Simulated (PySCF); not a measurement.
# Ge(CN)H3: NMR shifts, electronic excitations, spin-spin couplings and core binding energies at several levels of theory, part 2 of 2

PySCF 2.14.0. Atoms count from 0. The steps go on from the part before.

## Step 5: Spin-spin couplings: PBE/pcSseg-1+pcJ-1

Job settings and geometry (Å):

```
{"job": {"kind": "j", "xc": "PBE", "basis": "pcJ-1"}, "charge": 0, "multiplicity": 1}
Ge    -0.005418     0.004392    -0.610933
C      0.011984    -0.010304     1.314140
N      0.021874    -0.017690     2.473286
H      1.453955     0.017273    -1.072374
H     -0.749388     1.270762    -1.041933
H     -0.733006    -1.264442    -1.062186
```

Method: PBE/pcJ-1 Ge:pcSseg-1 indirect spin-spin coupling, non-relativistic, gas phase.

Output:

```text
coarse grid: 25136 points
cycle   1  E = -2170.8985249919  dE = -4.956e-01  |g| = 1.145e+00  |ddm| = 2.329e+00
cycle   2  E = -2170.5518613297  dE =  3.467e-01  |g| = 1.715e+00  |ddm| = 1.458e+00
cycle   3  E = -2170.8206137660  dE = -2.688e-01  |g| = 9.023e-01  |ddm| = 1.357e+00
cycle   4  E = -2170.9967136962  dE = -1.761e-01  |g| = 9.154e-02  |ddm| = 4.556e-01
cycle   5  E = -2170.9978758339  dE = -1.162e-03  |g| = 2.778e-02  |ddm| = 1.048e-01
cycle   6  E = -2170.9980858605  dE = -2.100e-04  |g| = 5.958e-03  |ddm| = 3.294e-02
cycle   7  E = -2170.9980941637  dE = -8.303e-06  |g| = 1.151e-03  |ddm| = 6.623e-03
final grid: 51360 points
cycle   8  E = -2170.9980976009  dE =  1.118e-07  |g| = 1.713e-03  |ddm| = 3.451e-03
cycle   9  E = -2170.9980970113  dE =  5.895e-07  |g| = 2.840e-03  |ddm| = 3.725e-03
cycle  10  E = -2170.9980979322  dE = -9.209e-07  |g| = 9.212e-04  |ddm| = 1.955e-03
cycle  11  E = -2170.9980981080  dE = -1.757e-07  |g| = 1.641e-04  |ddm| = 5.325e-04
cycle  12  E = -2170.9980981152  dE = -7.229e-09  |g| = 1.119e-05  |ddm| = 1.604e-04
cycle  13  E = -2170.9980981152  dE = -3.320e-11  |g| = 1.480e-06  |ddm| = 1.176e-05
converged SCF energy = -2170.9980981152

Indirect spin-spin couplings (Hz)
  i      j    bonds     total        FC       PSO       DSO        SD
  1 C    2 N    1     -4.628    -0.133     1.327    -0.019    -5.803
  1 C    3 H    2      5.836     6.191     0.061    -0.465     0.048
  1 C    4 H    2      5.844     6.198     0.061    -0.464     0.048
  1 C    5 H    2      5.846     6.201     0.061    -0.465     0.048
  2 N    3 H    3     -0.626    -0.623    -0.211     0.200     0.008
  2 N    4 H    3     -0.625    -0.622    -0.210     0.200     0.008
  2 N    5 H    3     -0.627    -0.624    -0.211     0.200     0.008
  3 H    4 H    2      8.632    12.185     1.364    -4.975     0.058
  3 H    5 H    2      8.623    12.174     1.363    -4.973     0.058
  4 H    5 H    2      8.634    12.188     1.364    -4.977     0.058
```

Wall time 8.5 s (1 thread, shared host).

Couplings of 1 Hz or more, nine at most for each number of bonds, with means over like pairs (isotopes 13C, 1H, 15N):

| pair | bonds | J (Hz) | Fermi contact (Hz) |
| --- | --- | --- | --- |
| C1–N2 | 1 | -4.6 | -0.1 |
| H3–H4 | 2 | 8.6 | 12.2 |
| C1–H3 | 2 | 5.8 | 6.2 |

The response was solved for the nuclei of C, H, N alone, so couplings that need other nuclei can be missing.

Quadrupole couplings from the field gradients of the same density:

| atom | isotope | eQq/h (MHz) | η |
| --- | --- | --- | --- |
| Ge0 | 73Ge | -55.4 | 0.00 |
| N2 | 14N | -4.917 | 0.00 |

Shifts (PBE0/pcSseg-2+pcSseg-1, unscaled) and these couplings together give the proton spectrum at 400 MHz below.

1H NMR δ 4.33 (s, 3H).

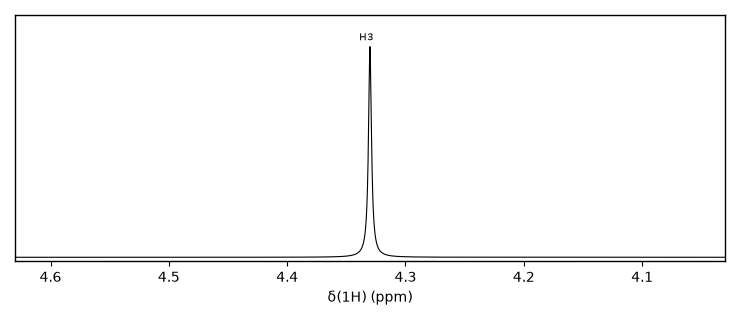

Simulated proton spectrum at 400 MHz, by exact diagonalisation of each spin system; lines 1.2 Hz wide, exchangeable protons uncoupled.

## Step 6: Nuclear shieldings: B3LYP/pcSseg-2+pcSseg-1

The job, as its differences from that of step 5:

```diff
@@ -1,2 +1,2 @@
-{"job": {"kind": "j", "xc": "PBE", "basis": "pcJ-1"}, "charge": 0, "multiplicity": 1}
+{"job": {"kind": "nmr", "xc": "B3LYP", "basis": {"default": "pcSseg-1", "Ge": "pcSseg-2"}, "pop": false}, "charge": 0, "multiplicity": 1}
 Ge    -0.005418     0.004392    -0.610933
```

With the program's defaults for keys left out, this is: GIAO B3LYP/pcSseg-1 Ge:pcSseg-2 NMR shielding, non-relativistic, gas phase.

Output:

```text
coarse grid: 25136 points
cycle   1  E = -2171.6401920171  dE = -5.326e-01  |g| = 1.139e+00  |ddm| = 2.130e+00
cycle   2  E = -2171.4146993827  dE =  2.255e-01  |g| = 1.614e+00  |ddm| = 1.090e+00
cycle   3  E = -2171.6705795944  dE = -2.559e-01  |g| = 5.084e-01  |ddm| = 9.573e-01
cycle   4  E = -2171.7241136667  dE = -5.353e-02  |g| = 1.151e-01  |ddm| = 3.095e-01
cycle   5  E = -2171.7259990032  dE = -1.885e-03  |g| = 7.475e-03  |ddm| = 5.562e-02
cycle   6  E = -2171.7260048613  dE = -5.858e-06  |g| = 2.893e-03  |ddm| = 6.691e-03
final grid: 51360 points
cycle   7  E = -2171.7260141670  dE =  5.949e-07  |g| = 3.351e-03  |ddm| = 5.635e-03
cycle   8  E = -2171.7260099709  dE =  4.196e-06  |g| = 5.547e-03  |ddm| = 6.724e-03
cycle   9  E = -2171.7260162822  dE = -6.311e-06  |g| = 1.903e-03  |ddm| = 4.267e-03
cycle  10  E = -2171.7260170961  dE = -8.139e-07  |g| = 5.954e-05  |ddm| = 1.067e-03
cycle  11  E = -2171.7260170964  dE = -2.515e-10  |g| = 4.170e-06  |ddm| = 1.729e-05
converged SCF energy = -2171.7260170964

GIAO shielding tensors (ppm)
atom      isotropic    diamagn.    paramagn.     s11        s22        s33       span
  0 Ge    1586.393    2756.374   -1169.981   1579.397   1579.516   1600.265     20.868
  1 C       60.274     255.459    -195.185    -54.874    -54.872    290.567    345.441
  2 N     -111.227     339.592    -450.819   -319.925   -319.898    306.141    626.066
  3 H       27.090      27.795      -0.705     20.962     22.383     37.923     16.961
  4 H       27.088      27.795      -0.707     20.960     22.384     37.920     16.960
  5 H       27.089      27.794      -0.705     20.962     22.384     37.923     16.961
```

It took 4.4 s on 1 thread, shared host.

In short: σ C1 60.3, Ge0 1586, N2 -111.2, H3 27.09 ppm (means over like atoms).

## Step 7: NMR shieldings: PBE/pcSseg-2+pcSseg-1

Job settings and geometry (Å):

```
{"job": {"kind": "nmr", "xc": "PBE", "basis": {"default": "pcSseg-1", "Ge": "pcSseg-2"}, "pop": false}, "charge": 0, "multiplicity": 1}
Ge    -0.005418     0.004392    -0.610933
C      0.011984    -0.010304     1.314140
N      0.021874    -0.017690     2.473286
H      1.453955     0.017273    -1.072374
H     -0.749388     1.270762    -1.041933
H     -0.733006    -1.264442    -1.062186
```

Level: GIAO PBE/pcSseg-1 Ge:pcSseg-2 NMR shielding, non-relativistic, gas phase.

Output:

```text
coarse grid: 25136 points
cycle   1  E = -2171.1412752524  dE = -5.022e-01  |g| = 1.315e+00  |ddm| = 2.166e+00
cycle   2  E = -2170.7592753594  dE =  3.820e-01  |g| = 2.056e+00  |ddm| = 1.325e+00
cycle   3  E = -2171.0809680561  dE = -3.217e-01  |g| = 8.546e-01  |ddm| = 1.329e+00
cycle   4  E = -2171.2408868849  dE = -1.599e-01  |g| = 1.392e-01  |ddm| = 4.968e-01
cycle   5  E = -2171.2434512717  dE = -2.564e-03  |g| = 2.281e-02  |ddm| = 8.120e-02
cycle   6  E = -2171.2435574108  dE = -1.061e-04  |g| = 5.587e-03  |ddm| = 2.454e-02
cycle   7  E = -2171.2435662901  dE = -8.879e-06  |g| = 1.393e-03  |ddm| = 5.986e-03
final grid: 51360 points
cycle   8  E = -2171.2435808585  dE =  4.310e-07  |g| = 2.352e-03  |ddm| = 3.052e-03
cycle   9  E = -2171.2435773268  dE =  3.532e-06  |g| = 5.076e-03  |ddm| = 4.417e-03
cycle  10  E = -2171.2435810096  dE = -3.683e-06  |g| = 1.860e-03  |ddm| = 3.371e-03
cycle  11  E = -2171.2435817368  dE = -7.273e-07  |g| = 1.188e-04  |ddm| = 9.726e-04
cycle  12  E = -2171.2435817405  dE = -3.703e-09  |g| = 1.806e-05  |ddm| = 1.366e-04
cycle  13  E = -2171.2435817406  dE = -7.412e-11  |g| = 1.652e-06  |ddm| = 1.685e-05
converged SCF energy = -2171.2435817406

GIAO shielding tensors (ppm)
atom      isotropic    diamagn.    paramagn.     s11        s22        s33       span
  0 Ge    1575.223    2757.042   -1181.820   1565.204   1565.322   1595.142     29.939
  1 C       65.227     255.060    -189.832    -46.464    -46.463    288.609    335.073
  2 N     -104.265     339.428    -443.693   -309.009   -308.984    305.199    614.209
  3 H       26.811      27.622      -0.811     20.648     22.104     37.681     17.033
  4 H       26.809      27.623      -0.813     20.646     22.105     37.677     17.031
  5 H       26.811      27.622      -0.811     20.648     22.104     37.681     17.033
```

Wall time 7.3 s (1 thread, shared host).

Key values: σ C1 65.2, Ge0 1575, N2 -104.3, H3 26.81 ppm (means over like atoms).

## Step 8: Core-electron binding energies: SCAN, X2C

Job settings and geometry (Å):

```
{"job": {"kind": "xps", "metal_2p": true}, "charge": 0, "multiplicity": 1}
Ge    -0.005418     0.004392    -0.610933
C      0.011984    -0.010304     1.314140
N      0.021874    -0.017690     2.473286
H      1.453955     0.017273    -1.072374
H     -0.749388     1.270762    -1.041933
H     -0.733006    -1.264442    -1.062186
```

Level: delta-SCF UKS SCAN, pcX-2 on the ionised atom (unc-x2c-TZVPall on a metal), pcseg-1 elsewhere, spin-free X2C.

Output:

```text
ground state, core basis on atom 1 (C), 101 functions
  cycle   1  E = -2188.55685859  |g| = 3.81e-01
  cycle   2  E = -2188.36702025  |g| = 9.26e-01
  cycle   3  E = -2188.58486825  |g| = 1.98e-01
  cycle   4  E = -2188.59362872  |g| = 2.45e-02
  cycle   5  E = -2188.59381271  |g| = 5.59e-03
  cycle   6  E = -2188.59381961  |g| = 1.97e-03
  cycle   7  E = -2188.59382261  |g| = 4.68e-04
  E(ground) = -2188.72900412 Eh
hole in C 1s of atom 1
  cycle   1  E = -2177.31466880  |g| = 1.50e+00
  cycle   2  E = -2176.08044344  |g| = 2.06e+00
  cycle   3  E = -2177.58797900  |g| = 8.12e-01
  cycle   4  E = -2177.75124215  |g| = 4.72e-01
  cycle   5  E = -2177.85269320  |g| = 1.32e-01
  cycle   6  E = -2177.86501132  |g| = 1.72e-02
  cycle   7  E = -2177.86539335  |g| = 7.81e-03
  cycle   8  E = -2177.86552205  |g| = 5.11e-03
  cycle   9  E = -2177.86560752  |g| = 3.32e-03
  cycle  10  E = -2177.86564835  |g| = 1.10e-03
  cycle  11  E = -2177.86565069  |g| = 2.19e-04
  E(ion) = -2177.99953708 Eh   <S^2> = 0.8277   hole on atom = 1.000   binding energy = 291.964 eV
ground state, core basis on atom 2 (N), 101 functions
  cycle   1  E = -2188.60262249  |g| = 7.41e-02
  cycle   2  E = -2188.60185474  |g| = 6.33e-02
  cycle   3  E = -2188.60107338  |g| = 8.66e-02
  cycle   4  E = -2188.60272495  |g| = 3.01e-03
  cycle   5  E = -2188.60272488  |g| = 6.33e-04
  cycle   6  E = -2188.60272543  |g| = 6.61e-05
  E(ground) = -2188.73460699 Eh
hole in N 1s of atom 2
  cycle   1  E = -2173.00505252  |g| = 1.84e+00
  cycle   2  E = -2170.72909524  |g| = 2.59e+00
  cycle   3  E = -2173.50575211  |g| = 5.27e-01
  cycle   4  E = -2173.59843750  |g| = 4.08e-01
  cycle   5  E = -2173.67785799  |g| = 2.66e-01
  cycle   6  E = -2173.70623221  |g| = 2.91e-02
  cycle   7  E = -2173.70688083  |g| = 1.01e-02
  cycle   8  E = -2173.70706464  |g| = 6.51e-03
  cycle   9  E = -2173.70717023  |g| = 3.43e-03
  cycle  10  E = -2173.70718280  |g| = 1.27e-03
  cycle  11  E = -2173.70718593  |g| = 2.49e-04
  E(ion) = -2173.83896484 Eh   <S^2> = 0.8263   hole on atom = 1.000   binding energy = 405.331 eV
```

Run time: 4.9 s. Hardware: 1 thread, shared host.

The holes in one table. −ε is the ground-state orbital energy:

| hole | stands for | environment | ΔSCF (eV) | −ε (eV) | ⟨S²⟩ |
| --- | --- | --- | --- | --- | --- |
| C1s on C1 | C1 | nitrile carbon | 291.96 | 274.5 | 0.828 |
| N1s on N2 | N2 | nitrile nitrogen | 405.33 | 386.2 | 0.826 |

## Step 9: Comparing the runs: NMR shifts

Shifts (ppm), means over like atoms, with basis size and wall time:

| run | C1 | H3 | N2 | functions | time |
| --- | --- | --- | --- | --- | --- |
| PBE0/pcSseg-2+pcSseg-1 | 121.2 | 4.33 | 374.2 | 112 | 6.7 s |
| B3LYP/pcSseg-2+pcSseg-1 | 119.0 | 4.29 | 374.8 | 112 | 4.4 s |
| PBE/pcSseg-2+pcSseg-1 | 114.8 | 4.39 | 369.3 | 112 | 7.3 s |

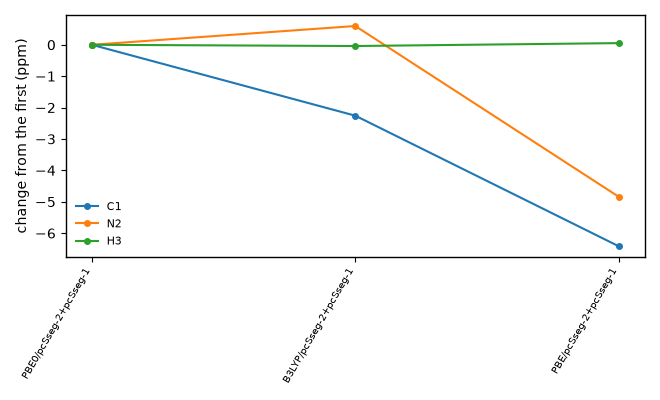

How the tabulated atoms move from run to run.

## Step 10: Summary of results

This closing draws on all 2 parts.

| quantity | value |
| --- | --- |
| point group | C3v |
| rotational constants (main isotopes) | 78.03, 3.60, 3.59 GHz |
| 13C shifts against TMS (PBE0/pcSseg-2+pcSseg-1) | 121.2 ppm |
| 1H shifts against TMS (PBE0/pcSseg-2+pcSseg-1, means over atoms taken as alike) | 4.33 ppm |
| 15N shifts against NH3 (PBE0/pcSseg-2+pcSseg-1) | 374.2 ppm |
| shieldings of Ge (PBE0/pcSseg-2+pcSseg-1) | Ge0 1618.8 ppm |
| lowest singlet (CAM-B3LYP/def2-SVPD) | 7.15 eV (173 nm), f = 0.000 |
| brightest single state of those computed | state 15, 9.88 eV, f = 0.272 |
| lowest triplet | 5.89 eV |
| largest coupling of the table (PBE/pcSseg-1+pcJ-1) | 2J(H,H) H3–H4, 8.6 Hz |
| C1s binding energies, SCAN/pcX-2 | C1 291.96 eV |
| N1s binding energies, SCAN/pcX-2 | N2 405.33 eV |
| range of the shift of C1 | 114.8 to 121.2 ppm |

Single values in the summary come from the first run of each kind that ended normally (PBE0/pcSseg-2+pcSseg-1; CAM-B3LYP/def2-SVPD; PBE/pcSseg-1+pcJ-1; SCAN/pcX-2), which need not be the best level. Relaxing lowered the energy by 0.068 eV in 3 steps; the close pair that moved most is Ge0–H4, from 1.489 to 1.531 Å. At PBE0/pcSseg-2+pcSseg-1: The largest span, 624 ppm, is at N2, where the paramagnetic term is -447 ppm. The first singlet state (HOMO−1→LUMO+1 0.38, HOMO→LUMO+2 0.38) lies at 7.15 eV and is dark; of the 15 states computed, the strongest absorption comes from state 15 at 9.88 eV (the last computed, so partners may be missing). The lowest triplet lies 1.26 eV below the lowest singlet (triplets in Tamm-Dancoff, singlets in full TDDFT). Of the pairs tabulated at PBE/pcSseg-1+pcJ-1, H3–H4 (mean over like pairs) couples most strongly (8.6 Hz; Fermi contact 12.2 Hz). Among the atoms with a shift in every run: In ppm, C1 moves most: its shift spreads over 6.4 ppm, from 114.8 (PBE/pcSseg-2+pcSseg-1) to 121.2 (PBE0/pcSseg-2+pcSseg-1). Part of that comes from the computed reference. Spin-orbit coupling is left out, which matters for shieldings and couplings at and beside the heavy atoms.
